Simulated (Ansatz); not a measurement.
Phonon calculation of SnH$_{3}$Cl

SnH$_{3}$Cl, computed with RKS PBE0-D4/def2-mTZVP (Ansatz 0.2.0).

It belongs to a series of runs on one base structure; here: vibrations at the highest image of the band. Figures and captions count atoms from 1; the log counts them from 0 in places.

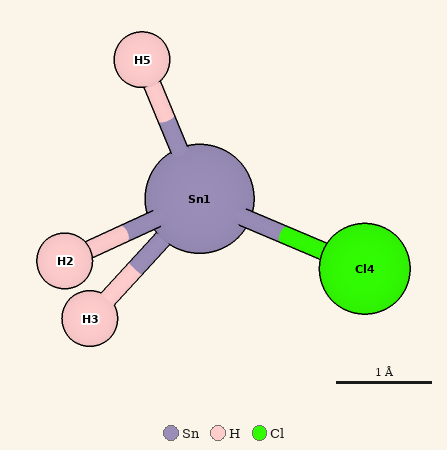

Figure 1. The structure as given in the input (ball-and-stick view, seen at a tilt; atoms are numbered from 1 in the order of the input). Sticks mark near contacts.

### Summary

| quantity | value |
| --- | --- |
| outcome | converged |
| total energy | −18397.3102 eV |
| mean-field energy | −18397.2375 eV |
| largest force (length of the vector) | 0.019 eV/Å |
| hardware | 1 thread of Arm Neoverse V1, 24 GiB of memory available, shared host |
| wall time | 56 s |
| peak memory | 0.13 GiB |

### The input
```yaml
crystal:
  periodic: [false, false, false]
  atoms:
    - { symbol: Sn, position_ang: [0.339969, -0.080851, -0.5088] }
    - { symbol: H, position_ang: [0.617318, -0.072616, 1.404431] }
    - { symbol: H, position_ang: [1.75727, 0.129108, 0.447902] }
    - { symbol: Cl, position_ang: [-0.913551, 1.918134, -0.532809] }
    - { symbol: H, position_ang: [-0.697105, -1.346976, -0.029323] }
basis:
  gaussian: { orbitals: def2-mTZVP }
hamiltonian:
  xc: pbe0
  dispersion: d4
phonons: {}
```

Launch command:
```bash
ansatz run input.yaml --threads 1 --pin off --max-ram 2048MiB --backend cpu --events-out ev --progress --plain --runs-dir out
```

### What the program printed
```
Engine: ansatz 0.2.0, aarch64-unknown-linux-gnu
Functional definition: PBE0
  parameter a = 0.25
  parameter kappa = 0.804
  parameter beta = 0.06672455060314922
  exchange = (1 - a)*pbe_x(kappa = kappa, mu = beta*pi^2/3) + a*exact_x
  correlation = pbe_c(beta = beta)
796 factors; integrals over basis functions are off by at most 3.2e-4 eV
mean field evaluation 1: about -18396.4794 eV, gradient 1.5e1 eV
mean field evaluation 2: about -18395.9205 eV, gradient 2.0e1 eV
mean field evaluation 4: about -18397.2067 eV, gradient 1.1e0 eV
mean field evaluation 8: about -18397.2375 eV, gradient 1.9e-2 eV
mean field -18397.23746476 eV, -676.0860067345 hartree, gradient 8.9e-6 eV, S^2 0.000000; 0 other end points of the search recorded, 0 dependent functions left out
the calculation of the forces begins
reference -18397.23749649 eV, -676.0860079006 hartree; 21, 21 occupied and 46, 46 virtual orbitals, 796 factors
these checks for a lower state are left out or cut short: stability, starts, cluster_reference, orbital_swaps, neighbouring_geometries, increment
796 factors; integrals over basis functions are off by at most 3.2e-4 eV
mean field evaluation 16: about -18397.2110 eV, gradient 2.5e-1 eV
mean field -18397.23743718 eV, -676.0860057210 hartree, gradient 1.1e-6 eV, S^2 0.000000; 0 other end points of the search recorded, 0 dependent functions left out
[... from here on the field's lines of each further geometry are left out, up to the last ...]
the calculation of the forces begins
reference -18397.23750426 eV, -676.0860081862 hartree; 21, 21 occupied and 46, 46 virtual orbitals, 796 factors
these checks for a lower state are left out or cut short: stability, starts, cluster_reference, orbital_swaps, neighbouring_geometries, increment
796 factors; integrals over basis functions are off by at most 3.2e-4 eV
mean field evaluation 192: about -18397.2375 eV, gradient 7.4e-6 eV
mean field -18397.23745149 eV, -676.0860062468 hartree, gradient 1.8e-6 eV, S^2 0.000000; 0 other end points of the search recorded, 0 dependent functions left out
the calculation of the forces begins
reference -18397.23748322 eV, -676.0860074130 hartree; 21, 21 occupied and 46, 46 virtual orbitals, 796 factors
WARN: phonons: modes at or below zero, which the zero-point energy, F, S and C_V leave out: 1, the lowest at -1227.30 cm⁻¹. A minimum has none, and a first-order saddle one
Total energy: -18397.31015828 eV, -676.0886781722 hartree
Atom 0 at     0.339969    -0.080851    -0.508800 Å, force     0.009070     0.012674    -0.011467 eV/Å
Atom 1 at     0.617318    -0.072616     1.404431 Å, force    -0.005098     0.004897     0.002988 eV/Å
Atom 2 at     1.757270     0.129108     0.447902 Å, force     0.008991    -0.002177     0.000752 eV/Å
Atom 3 at    -0.913551     1.918134    -0.532809 Å, force    -0.001087    -0.002181     0.003247 eV/Å
Atom 4 at    -0.697105    -1.346976    -0.029323 Å, force    -0.011876    -0.013213     0.004479 eV/Å
Dipole moment:     0.320755    -0.469916    -0.095313 e Å
Vibrations: -1227.30 352.00 388.97 458.51 497.31 747.60 1345.78 1893.13 1944.69 cm⁻¹, zero-point energy 0.472876 eV
```

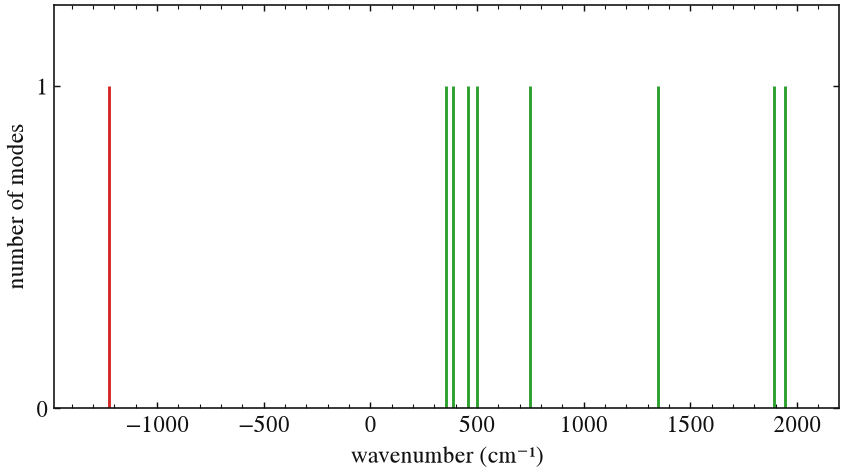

Figure 2. Harmonic vibrational wavenumbers from the force constants; neighbouring modes closer than 14 cm⁻¹ are counted in one stick, and imaginary ones are drawn at negative wavenumbers. 9 modes from 1227i to 1945 cm⁻¹, 1 imaginary beyond 8i (1227i cm⁻¹): a first-order saddle point, if the geometry is stationary.
